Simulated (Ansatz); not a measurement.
```
atom    x (Å)    y (Å)    z (Å)
   C   1.3742   0.6755  -0.6546
   C  -2.0504  -1.7871  -0.9696
   N   0.6191  -0.3702  -1.2452
   O  -1.3777   0.2549  -3.1387
   O   0.0733  -2.4032  -3.4301
   W  -0.6012  -1.0262  -2.3122
   H   1.2511   0.6603   0.4420
   H   1.0640   1.6711  -1.0194
   H   2.4504   0.5492  -0.8636
   H  -2.4440  -0.9975  -0.3113
   H  -1.6089  -2.5742  -0.3366
   H  -2.8923  -2.2131  -1.5419
   H   0.9620  -2.7637  -3.5034
```

Geometry: PBE0-D4/def2-SVP; core potentials replace the inner electrons of W.

These are results of isolated molecule in a Gaussian basis; Kohn-Sham density functional theory, functional PBE0 in Ansatz 0.2.0, not measurements.

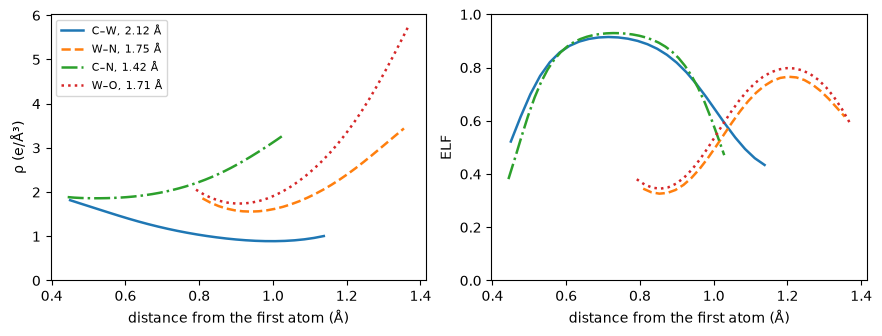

C2H7NO2W (SMILES C[N]=[W]([CH3])(=[O])[OH]). Electron density and ELF along straight lines between neighbouring atoms. The curves leave out the atomic cores.

Compare the contacts.

Answer. C–W (2.12 Å): the density is about 0.91 e/Å³ at the midpoint; the ELF peaks at about 0.90 in the valence shell of C, 0.7 Å from its nucleus, and is about 0.55 at the midpoint.
W–N (1.75 Å): the density is about 1.6 e/Å³ at the midpoint; the ELF peaks at about 0.75 in the valence shell of N, 0.5 Å from its nucleus, and drops to about 0.35 between the two atoms.
C–N (1.42 Å): the density is about 2 e/Å³ at the midpoint; the ELF peaks at about 0.95 between the atoms: localised, covalent bonding.
W–O (1.71 Å): ρ at the midpoint is about 1.8 e/Å³; the ELF peaks at about 0.80 in the valence shell of O, 0.5 Å from its nucleus, and drops to about 0.35 between the two atoms.
